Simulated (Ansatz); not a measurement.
# Bi (R-3m, 2 atoms in the cell): zone-centre modes under pressure, part 2 of 2

Wanted: Grüneisen parameters and pressure coefficients of the modes of Bi (R-3m, 2 atoms in the cell).

Ansatz 0.2.0; DFT PBEsol, scalar-relativistic, plane waves, PAW; PAW set soft_1.

So far. Step 3 (Tight relaxation): The largest force component left is 0.0097 meV/Å and the pressure is 0.000 GPa, within the tolerances set. The cell now holds 34.44 Å³/atom.

The database entry behind the starting cell lists a temperature near 78 K, so it need not match the best structure at ambient conditions.

### 4. Zone-centre response at rest

The force constants come from the linear response of the density to a displacement.

The modes at rest are the reference of the series.

Input file input.yaml:

```yaml
crystal:
  lattice:
    - [2.2627717437, 1.3064118753, 3.8839034321]
    - [-2.2627717437, 1.3064118753, 3.8839034321]
    - [0.0, -2.6128237507, 3.8839034321]
  atoms:
    - { symbol: Bi, position: [0.2366794568, 0.2366794568, 0.2366794568] }
    - { symbol: Bi, position: [0.7633205432, 0.7633205432, 0.7633205432] }
kpoints:
  mp_grid: { grid: [12, 12, 12] }
hamiltonian:
  xc: pbesol
  pseudopotentials: { kind: paw, azcp: { folder: soft_1 }, xc_functional: pbe }
scf:
  occupations: { method: methfessel_paxton, width: 0.2 }
output:
  eigenvalues: true
phonons:
  method: dfpt
```

Run with:

```console
$ ansatz run input.yaml --threads 4 --pin off --max-ram 10240MiB --backend cpu --events-out ev --progress --plain --runs-dir out
```

Numbers of over 12 decimals in the logs are rounded to 6 here.

The log of the run:

```text
[...]
Crystal: 2 atoms, lattice volume = 68.888 Å³
Basis set: ecut = 420 eV, 1333 PW (Γ), exchange–correlation on 64×64×64 points (8 copies of the dense FFT grid, shifted against one another)
Bands: 19, of which v1, the nominal top of the filled ones, is band 15 counted from 1 (14 counted from 0)
Symmetry: 12 space group operations
k-points: 476 of 1728 (irreducible under 2 space group operations, time reversal used)
[...]
SCF iter   1: F=—  HF=-24488.944567 eV  |F-HF|=—  |Δ(HF+E_count)|=         —  Δρ=1.12e-2  dr2=7.29e-2  ethr=3.10e-3  ⟨swp⟩=5.5  Hψ=43732  notcnv=0
[...]
SCF iter  10: F=-24488.931452 eV  HF=-24488.931452 eV  |F-HF|=3.64e-12  |Δ(HF+E_count)|=  7.28e-12  S|Δr|=    0.00e0  Δρ=6.74e-8  dr2=7.00e-12  ethr=1.00e-12  ⟨swp⟩=5.3  Hψ=35033  notcnv=0
SCF 1 converged in 10 iterations: F = -24488.931452 eV  dr2 = 7.00e-12
[...]
DFPT response loops at Γ: preconditioner auto → Kerker (q_TF=auto, 2.375 Å⁻¹) (partly filled bands, converged f_vac=0.000); β = 1.00, the filter's whole step (`scf.mixing.beta` (0.50) is not read by the response loops under this deck's `scf.mixing.preconditioner`; to damp them name `kerker` or `kerker_dos`, under which they read `scf.mixing.beta`, and type it under 1.00, their step now; both keys bind the ground state too); Broyden in place of MSR1
SCF converged after 10 iterations
[...]
Free energy (F): -24488.931452 eV
[...]
Internal energy: -24488.933009 eV  (E = F + TS)
E sigma→0 (E₀):  -24488.931841 eV
Entropy (-TS):   0.001556 eV (0.778 meV/atom)
Fermi energy:    9.872626 eV
[...]
--- Band table (eV; the first three rows and the last of 476) ---
  k-point 0: bands = [... 11 lower, 2.4711, 8.3742, 8.6428, 8.6428, 12.6113, 12.9299, 12.9299, 15.3799]
  k-point 1: bands = [... 11 lower, 2.3077, 8.4092, 8.6448, 8.6560, 12.4541, 12.5862, 12.7384, 15.0799]
  k-point 2: bands = [... 11 lower, 1.8594, 8.4775, 8.6564, 8.7159, 11.7801, 12.1388, 12.2659, 14.8447]
  k-point 475: bands = [... 11 lower, -0.2621, 9.0307, 9.3480, 9.3480, 10.4134, 10.4134, 10.4560, 17.0925]
--- Phonons (Γ-DFPT): 2 representative perturbations + reference, on 476 of 1728 k-points (Σ response iterations 6) ---
  k mesh reduced under 2 symmetry operations, with k and −k counted as one. Each operation leaves every solved perturbation unchanged. A smaller set is not used because it would not reduce the number of displacements times k-points to solve
  ASR residual: 2.061e-5 → 0.000e0 eV/Å²; symmetrization residual: 2.628e-5 eV/Å²
  ASR residual per site (eV/Å²): 2.06e-5 2.06e-5
  Γ frequencies (cm⁻¹): 0.00 0.00 0.00 65.25 65.25 99.19
  non-analytic LO–TO correction: not included (Born effective charges unavailable; polar crystals: no LO–TO splitting at Γ)
```

Run time: 2.1 min. Hardware: 4 threads of Intel Xeon at 2.50GHz (Skylake/Cascade Lake), shared host; peak memory 1.8 GiB; 4.8 min of CPU time.

The column dr2 measures how far the density is from self-consistency, as an energy; F and HF (Harris–Foulkes) agree once it is small.

This step gave:

| Property | Result |
| --- | --- |
| sum-rule residual before enforcement | 2.06e-5 eV/Å² |
| point group | -3m |
| highest optical mode at the zone centre (no LO-TO term) | 99.19 cm⁻¹ |
| lowest optical zone-centre mode | 65.25 cm⁻¹ |

Patterns of degenerate modes are one choice out of their space. Modes at Γ:

| mode | frequency (cm⁻¹) | symmetry |
| --- | --- | --- |
| 1 | 0.0 | acoustic |
| 2 | 0.0 | acoustic |
| 3 | 0.0 | acoustic |
| 4 | 65.2 | Eg |
| 5 | 65.2 | Eg |
| 6 | 99.2 | A1g |

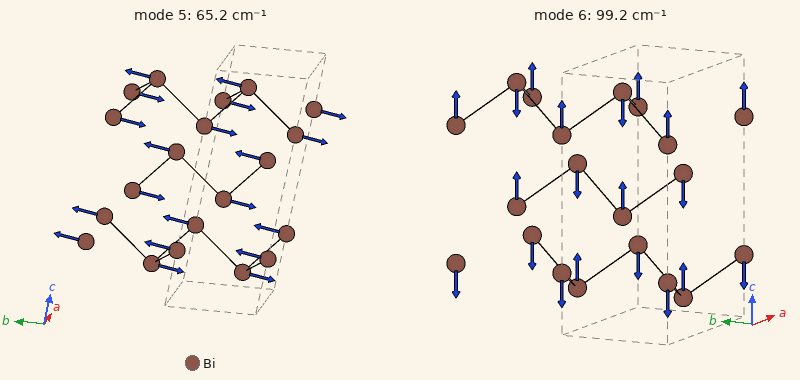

Displacement patterns of modes 5 and 6 at Γ; arrows are exaggerated. Bonds to atoms that aren't drawn are left out. 1×2×1 conventional cells are drawn. Some periodic images of atoms are drawn too.

Before it was imposed, the acoustic sum rule was missed by 2.1e-5 eV/Å². Small misses are needed for a sound result but don't prove that mesh and cutoff are converged. The lowest optical mode is real, 65.2 cm⁻¹.

### 5. A member of the series: 1.06 times the volume at rest

The cell is set to 1.06 times the volume at rest, and shape and atoms relax at that volume.

input.yaml, the sections that differ from step 4:

```yaml
crystal:
  lattice:
    - [2.2930250917, 1.323878654, 4.0090194943]
    - [-2.2930250917, 1.323878654, 4.0090194943]
    - [0.0, -2.647757308, 4.0090194943]
  atoms:
    - { symbol: Bi, position: [0.2345552383, 0.2345552383, 0.2345552383] }
    - { symbol: Bi, position: [0.7654447617, 0.7654447617, 0.7654447617] }
output:
  forces: true
  stress: true
  eigenvalues: true
relax:
  adjacent_minimum: "off"
  f_tol: 0.001
  max_steps: 60
  cell: { stress_tol: 0.01, fix: [volume] }
# kpoints, hamiltonian, scf: as in step 4
# phonons: removed
```

The log of the run:

```text
[...]
Crystal: 2 atoms, lattice volume = 73.021 Å³
Basis set: ecut = 420 eV, 1423 PW (Γ), exchange–correlation on 72×72×72 points (8 copies of the dense FFT grid, shifted against one another)
Bands: 19, of which v1, the nominal top of the filled ones, is band 15 counted from 1 (14 counted from 0)
Symmetry: 12 space group operations
[...]
k-points: 189 of 1728
[...]
k-point 188: bands = [... 11 lower, -0.7791, 8.1215, 8.4966, 8.4966, 9.7962, 9.8196, 9.8196, 15.8119]
--- Relaxed structure (5 steps of the walk, 5 accepted, 1 SCFs on fresh bases) ---
[...]
cell:  # Å, volume = 73.0208 Å³
    - [2.284457, 1.318932, 4.039149]
    - [-2.284457, 1.318932, 4.039149]
    - [0, -2.637863, 4.039149]
  atoms:
    - { symbol: Bi, position: [0.233437, 0.233437, 0.233437] }
    - { symbol: Bi, position: [0.766563, 0.766563, 0.766563] }
[key lines of the parts left out:]
SCF converged after 7 iterations
Free energy (F): -24488.906425 eV
Fermi energy:    9.009400 eV
P = ⅓ Tr σ = -1.7758 GPa (-17.758 kbar)
```

The job ended after 53 s (4 threads; peak memory 0.56 GiB).

Step by step:

| step | energy less that of the first step (eV) | largest force component (eV/Å) | pressure (GPa) | volume (Å³) |
| --- | --- | --- | --- | --- |
| 1 | 0.0000 | 0.0800 | -2.08 | 73.02 |
| 2 | -0.0009 | 0.0178 | -1.83 | 73.02 |
| 3 | -0.0012 | 0.0020 | -1.83 | 73.02 |
| 4 | -0.0012 | 0.0168 | -1.71 | 73.02 |
| 5 | -0.0013 | 0.0006 | -1.78 | 73.02 |
| 6* | -0.0013 | 0.0006 | -1.78 | 73.02 |

Relaxation steps marked * repeat the geometry before them on a plane-wave basis chosen anew for their cell, so energy and pressure can jump there.

The run keeps the 12 symmetry operations that it works with, so distortions that break them were not tested.

| conventional cell, symmetrised | before | after | change |
| --- | --- | --- | --- |
| a (Å) | 4.586 | 4.569 | -0.4 % |
| b (Å) | 4.586 | 4.569 | -0.4 % |
| c (Å) | 12.027 | 12.117 | +0.8 % |
| volume (Å³/atom) | 36.51 | 36.51 | +0.0 % |

The atoms that moved most (Å, as changes of fractional coordinates times the final cell):

| atom | dx | dy | dz | length |
| --- | --- | --- | --- | --- |
| Bi1 | 0.000 | 0.000 | -0.014 | 0.014 |
| Bi2 | 0.000 | 0.000 | 0.014 | 0.014 |

Final coordinates:

```xyz
2
Lattice="2.2845 1.3189 4.0391 -2.2845 1.3189 4.0391 0.0000 -2.6379 4.0391" Properties=species:S:1:pos:R:3 pbc="T T T"
Bi    0.0000    0.0000    2.8287
Bi    0.0000    0.0000    9.2888
```

Numbers from this step:

| Property | Result |
| --- | --- |
| pressure | -1.776 GPa |
| volume per atom | 36.51 Å³ |

The largest force component left is 0.59 meV/Å, at a pressure of -1.78 GPa.

### 6. Zone-centre modes of the member: 1.06 times the volume at rest

The zone-centre modes follow for 1.06 times the volume at rest.

input.yaml, the sections that differ from step 5:

```yaml
crystal:
  lattice:
    - [2.284456716, 1.3189317, 4.0391493761]
    - [-2.284456716, 1.3189317, 4.0391493761]
    - [0.0, -2.6378633999, 4.0391493761]
  atoms:
    - { symbol: Bi, position: [0.2334373849, 0.2334373849, 0.2334373849] }
    - { symbol: Bi, position: [0.7665626151, 0.7665626151, 0.7665626151] }
output:
  eigenvalues: true
phonons:
  method: dfpt
# kpoints, hamiltonian, scf: as in step 5
# relax: removed
```

The log of the run:

```text
[...]
Crystal: 2 atoms, lattice volume = 73.021 Å³
Basis set: ecut = 420 eV, 1429 PW (Γ), exchange–correlation on 72×72×72 points (8 copies of the dense FFT grid, shifted against one another)
Bands: 19, of which v1, the nominal top of the filled ones, is band 15 counted from 1 (14 counted from 0)
Symmetry: 12 space group operations
k-points: 476 of 1728 (irreducible under 2 space group operations, time reversal used)
[...]
SCF iter   1: F=—  HF=-24488.920889 eV  |F-HF|=—  |Δ(HF+E_count)|=         —  Δρ=1.14e-2  dr2=8.09e-2  ethr=3.10e-3  ⟨swp⟩=5.5  Hψ=43725  notcnv=0
[...]
SCF iter  11: F=-24488.906425 eV  HF=-24488.906425 eV  |F-HF|=0.00e0  |Δ(HF+E_count)|=  3.64e-12  S|Δr|=    0.00e0  Δρ=5.55e-8  dr2=5.81e-12  ethr=1.00e-12  ⟨swp⟩=5.1  Hψ=34878  notcnv=0
SCF 1 converged in 11 iterations: F = -24488.906425 eV  dr2 = 5.81e-12
[...]
SCF converged after 11 iterations
[...]
Free energy (F): -24488.906425 eV
[...]
Internal energy: -24488.907734 eV  (E = F + TS)
E sigma→0 (E₀):  -24488.906752 eV
Entropy (-TS):   0.001309 eV (0.655 meV/atom)
Fermi energy:    9.009400 eV
[...]
--- Band table (eV; the first three rows and the last of 476) ---
  k-point 0: bands = [... 11 lower, 1.4220, 7.5500, 7.9333, 7.9333, 11.4442, 11.9121, 11.9121, 14.6354]
  k-point 1: bands = [... 11 lower, 1.2862, 7.5868, 7.9081, 7.9229, 11.3616, 11.5768, 11.7649, 14.3419]
  k-point 2: bands = [... 11 lower, 0.9070, 7.6461, 7.8959, 7.8991, 10.7847, 11.2046, 11.3891, 14.0593]
  k-point 475: bands = [... 11 lower, -0.7791, 8.1215, 8.4966, 8.4966, 9.7962, 9.8196, 9.8196, 15.8119]
[...]
ASR residual: 1.373e-5 → 0.000e0 eV/Å²; symmetrization residual: 9.979e-6 eV/Å²
  ASR residual per site (eV/Å²): 1.37e-5 1.37e-5
  Γ frequencies (cm⁻¹): 0.00 0.00 0.00 71.90 71.90 101.30
[...]
```

Elapsed: 2.3 min, on 4 threads; peak memory 1.9 GiB; 5.9 min of CPU time.

Numbers from this step:

```
sum-rule residual before enforcement                    : 1.37e-5 eV/Å²
highest optical mode at the zone centre (no LO-TO term) : 101.3 cm⁻¹
lowest optical zone-centre mode                         : 71.9 cm⁻¹
```

Patterns of degenerate modes are one choice out of their space. Modes at Γ:

| mode | frequency (cm⁻¹) | symmetry |
| --- | --- | --- |
| 1 | 0.0 | acoustic |
| 2 | 0.0 | acoustic |
| 3 | 0.0 | acoustic |
| 4 | 71.9 | Eg |
| 5 | 71.9 | Eg |
| 6 | 101.3 | A1g |

The lowest optical mode is real, 71.9 cm⁻¹, and the highest lies at 101.3 cm⁻¹.

Between step 4 and this run (volume ratio 1.06) the value for the highest optical mode at the zone centre (no LO-TO term) moves from 99.2 cm⁻¹ to 101 cm⁻¹ (+2 %).

### 7. A member of the series: 0.9 times the volume at rest

The cell is set to 0.9 times the volume at rest, and shape and atoms relax at that volume.

input.yaml, the sections that differ from step 6:

```yaml
crystal:
  lattice:
    - [2.2043012066, 1.272653895, 3.6834141288]
    - [-2.2043012066, 1.272653895, 3.6834141288]
    - [0.0, -2.54530779, 3.6834141288]
  atoms:
    - { symbol: Bi, position: [0.240649532, 0.240649532, 0.240649532] }
    - { symbol: Bi, position: [0.759350468, 0.759350468, 0.759350468] }
output:
  forces: true
  stress: true
  eigenvalues: true
relax:
  adjacent_minimum: "off"
  f_tol: 0.001
  max_steps: 60
  cell: { stress_tol: 0.01, fix: [volume] }
# kpoints, hamiltonian, scf: as in step 6
# phonons: removed
```

The log of the run:

```text
[...]
Crystal: 2 atoms, lattice volume = 61.999 Å³
Basis set: ecut = 420 eV, 1243 PW (Γ), exchange–correlation on 60×60×60 points (8 copies of the dense FFT grid, shifted against one another)
Bands: 19, of which v1, the nominal top of the filled ones, is band 15 counted from 1 (14 counted from 0)
Symmetry: 12 space group operations
[...]
k-points: 189 of 1728
[...]
k-point 188: bands = [... 11 lower, 0.7670, 10.8860, 11.0326, 11.0326, 11.7034, 11.7034, 11.8410, 19.5290]
--- Relaxed structure (4 steps of the walk, 4 accepted, 1 SCFs on fresh bases) ---
[...]
cell:  # Å, volume = 61.9988 Å³
    - [2.207719, 1.274627, 3.672020]
    - [-2.207719, 1.274627, 3.672020]
    - [0, -2.549254, 3.672020]
  atoms:
    - { symbol: Bi, position: [0.241636, 0.241636, 0.241636] }
    - { symbol: Bi, position: [0.758364, 0.758364, 0.758364] }
[key lines of the parts left out:]
SCF converged after 6 iterations
Free energy (F): -24488.825038 eV
Fermi energy:    11.598957 eV
P = ⅓ Tr σ = 5.5913 GPa (55.913 kbar)
```

Elapsed: 42 s, on 4 threads; peak memory 0.52 GiB; 1.9 min of CPU time.

Step by step:

| step | energy less that of the first step (eV) | largest force component (eV/Å) | pressure (GPa) | volume (Å³) |
| --- | --- | --- | --- | --- |
| 1 | 0.0000 | 0.0715 | 5.78 | 62.00 |
| 2 | -0.0007 | 0.0085 | 5.58 | 62.00 |
| 3 | -0.0008 | 0.0011 | 5.59 | 62.00 |
| 4 | -0.0008 | 0.0006 | 5.59 | 62.00 |
| 5* | -0.0008 | 0.0006 | 5.59 | 62.00 |

Relaxation steps marked * repeat the geometry before them on a plane-wave basis chosen anew for their cell, so energy and pressure can jump there.

The run keeps the 12 symmetry operations that it works with, so distortions that break them were not tested.

| conventional cell, symmetrised | before | after | change |
| --- | --- | --- | --- |
| a (Å) | 4.409 | 4.415 | +0.2 % |
| b (Å) | 4.409 | 4.415 | +0.2 % |
| c (Å) | 11.050 | 11.016 | -0.3 % |
| volume (Å³/atom) | 31.00 | 31.00 | -0.0 % |

The atoms that moved most (Å, as changes of fractional coordinates times the final cell):

| atom | dx | dy | dz | length |
| --- | --- | --- | --- | --- |
| Bi1 | 0.000 | 0.000 | 0.011 | 0.011 |
| Bi2 | 0.000 | 0.000 | -0.011 | 0.011 |

Final coordinates:

```xyz
2
Lattice="2.2077 1.2746 3.6720 -2.2077 1.2746 3.6720 0.0000 -2.5493 3.6720" Properties=species:S:1:pos:R:3 pbc="T T T"
Bi    0.0000    0.0000    2.6619
Bi    0.0000    0.0000    8.3542
```

Numbers from this step:

- pressure: 5.591 GPa
- volume per atom: 31.00 Å³

The largest force component left is 0.56 meV/Å, at a pressure of 5.59 GPa.

### 8. Zone-centre modes of the member: 0.9 times the volume at rest

The zone-centre modes follow for 0.9 times the volume at rest.

input.yaml, the sections that differ from step 7:

```yaml
crystal:
  lattice:
    - [2.2077186109, 1.2746269343, 3.6720195853]
    - [-2.2077186109, 1.2746269343, 3.6720195853]
    - [0.0, -2.5492538686, 3.6720195853]
  atoms:
    - { symbol: Bi, position: [0.2416364331, 0.2416364331, 0.2416364331] }
    - { symbol: Bi, position: [0.7583635669, 0.7583635669, 0.7583635669] }
output:
  eigenvalues: true
phonons:
  method: dfpt
# kpoints, hamiltonian, scf: as in step 7
# relax: removed
```

The log of the run:

```text
[...]
Crystal: 2 atoms, lattice volume = 61.999 Å³
Basis set: ecut = 420 eV, 1243 PW (Γ), exchange–correlation on 60×60×60 points (8 copies of the dense FFT grid, shifted against one another)
Bands: 19, of which v1, the nominal top of the filled ones, is band 15 counted from 1 (14 counted from 0)
Symmetry: 12 space group operations
k-points: 476 of 1728 (irreducible under 2 space group operations, time reversal used)
[...]
k-point 1: bands = [... 11 lower, 4.3539, 9.9859, 10.0865, 10.1496, 14.4753, 14.5601, 14.6446, 16.5715]
  k-point 2: bands = [... 11 lower, 3.7456, 10.0633, 10.1420, 10.3400, 13.6927, 13.9805, 14.0355, 16.3926]
  k-point 475: bands = [... 11 lower, 0.7670, 10.8860, 11.0326, 11.0326, 11.7034, 11.7034, 11.8410, 19.5290]
[...]
ASR residual: 3.749e-5 → 0.000e0 eV/Å²; symmetrization residual: 1.910e-5 eV/Å²
  ASR residual per site (eV/Å²): 3.75e-5 3.75e-5
  Γ frequencies (cm⁻¹): 0.00 0.00 0.00 50.72 50.72 90.27
[...]
[key lines of the parts left out:]
SCF converged after 9 iterations
Free energy (F): -24488.825038 eV
Fermi energy:    11.598957 eV
```

Run time: 2 min. Hardware: 4 threads; peak memory 1.7 GiB.

This step gave:

- sum-rule residual before enforcement: 3.75e-5 eV/Å²
- highest optical mode at the zone centre (no LO-TO term): 90.27 cm⁻¹
- lowest optical zone-centre mode: 50.72 cm⁻¹

Patterns of degenerate modes are one choice out of their space. Modes at Γ:

| mode | frequency (cm⁻¹) | symmetry |
| --- | --- | --- |
| 1 | 0.0 | acoustic |
| 2 | 0.0 | acoustic |
| 3 | 0.0 | acoustic |
| 4 | 50.7 | Eg |
| 5 | 50.7 | Eg |
| 6 | 90.3 | A1g |

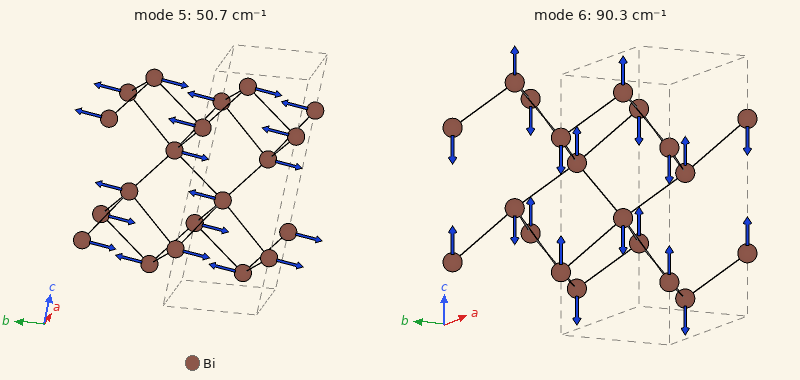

Displacement patterns of modes 5 and 6 at Γ; arrows are exaggerated. 1×2×1 conventional cells are drawn. Some periodic images of atoms are drawn too.

The lowest optical mode is real, 50.7 cm⁻¹, and the highest lies at 90.3 cm⁻¹.

For the highest optical mode at the zone centre (no LO-TO term), step 4 gave 99.2 cm⁻¹; this run, with volume ratio 0.9, gives 90.3 cm⁻¹ (-9 %).

### 9. All members side by side

The members are set side by side, also those not shown above.

Each row is one cell with its response, relaxed at fixed volume as far as symmetry leaves anything free; energies are extrapolated to zero smearing, and E0 is that at rest; shape and atoms are relaxed in each cell where symmetry leaves them free; all runs use 12×12×12 k points and Methfessel-Paxton smearing of 0.2 eV. State of the crystal along the series:

| volume ratio | V (Å³/atom) | pressure (GPa) | E - E0 (meV/atom) | first cell vector (Å) | third cell vector (Å) |
| --- | --- | --- | --- | --- | --- |
| 0.9 | 31 | 5.591 | 53.18 | 4.47 | 4.47 |
| 0.92 | 31.69 | 4.151 | 32.29 | 4.51 | 4.51 |
| 0.94 | 32.38 | 2.888 | 17.22 | 4.552 | 4.552 |
| 0.96 | 33.07 | 1.784 | 7.249 | 4.594 | 4.594 |
| 0.98 | 33.76 | 0.8252 | 1.71 | 4.637 | 4.637 |
| 0.99 | 34.1 | 0.3965 | 0.4121 | 4.659 | 4.659 |
| 1 | 34.44 | 3.54e-4 | 0 | 4.681 | 4.681 |
| 1.02 | 35.13 | -0.7018 | 1.562 | 4.727 | 4.727 |
| 1.04 | 35.82 | -1.293 | 5.893 | 4.774 | 4.774 |
| 1.06 | 36.51 | -1.776 | 12.54 | 4.824 | 4.824 |

Each mode is tracked from rest by its pattern, and modes that stay within 0.3 cm⁻¹ of each other stand once; shape and atoms are relaxed in each cell where symmetry leaves them free; all runs use 12×12×12 k points and Methfessel-Paxton smearing of 0.2 eV. Optical modes along the series:

| V (Å³/atom) | mode 4 Eg (cm⁻¹) | mode 6 A1g (cm⁻¹) |
| --- | --- | --- |
| 31 | 50.72 | 90.27 |
| 31.69 | 55.66 | 93.9 |
| 32.38 | 59.31 | 96.36 |
| 33.07 | 61.79 | 97.89 |
| 33.76 | 63.6 | 98.7 |
| 34.1 | 64.41 | 98.96 |
| 34.44 | 65.25 | 99.19 |
| 35.13 | 67.07 | 99.72 |
| 35.82 | 69.2 | 100.4 |
| 36.51 | 71.9 | 101.3 |

From cubic fits (parabolas where under five rows exist) of ln ω and P against ln V through the rows within about 4 % of rest: γ = −d ln ω / d ln V and dω/dP = γ ω / B. Slopes at rest:

| mode | fitted frequency at rest (cm⁻¹) | Grüneisen parameter γ | dω/dP (cm⁻¹/GPa) |
| --- | --- | --- | --- |
| mode 4 Eg | 65.3 | -1.3 | -2.23 |
| mode 6 A1g | 99.2 | -0.24 | -0.62 |

### 10. What came out

```
members                                                          : 10
highest optical mode at the zone centre (no LO-TO term), at rest : 99.19 cm⁻¹
bulk modulus at rest                                             : 38.1 GPa
mode 4 Eg, γ                                                     : -1.30
mode 6 A1g, γ                                                    : -0.24
```

In words: The series spans -1.8 to 5.6 GPa, and the slope at rest gives a bulk modulus of 38 GPa. Among the modes in the table of slopes γ runs from -1.30 (mode 4 Eg) to -0.24 (mode 6 A1g). A negative γ means that the mode softens under pressure. One k mesh and one cutoff serve the ground states and modes of all volumes. These are harmonic frequencies at zero temperature: anharmonic shifts, linewidths and thermal expansion are left out. Spin-orbit coupling is left out, which can matter for the heavy elements here. With no gap, or one that is small against the smearing, the frequencies hang on the k mesh and the smearing, most of all near Kohn anomalies. The PAW files were made for PBE; the program adapts parts of them to the functional of the run, but their partial waves stay those of PBE, an approximation that was not tested in this session. Only the zone centre was solved, so an instability at another wavevector cannot show here.

Computed beside measured:

| quantity | measured | PBEsol, PAW; PAW set soft_1 |
| --- | --- | --- |
| Raman mode, Eg (cm⁻¹) | 71 | 65 (-8.1 %) |
| Raman mode, A1g (cm⁻¹) | 98 | 99 (+1.2 %) |

Measured values from arxiv:2211.07681 (2022).

How well it matches: The Raman mode is off by -8.1 %: a clear miss. The Raman mode is off by +1.2 %: good agreement. The grades are ours: good and fair within 3 and 7 % for the Raman mode. Zero-point motion and thermal expansion are not in the computed Raman mode.

[Logs are printed without paths, hosts, clocks, repeated set-up lines and the standing remarks that a program may print on its own settings, such as how far it seeks lower states.]

[Hosts, paths, dates, database ids (printed as entryN), source tags and the programs' standing remarks are cut or masked in the printed files.]
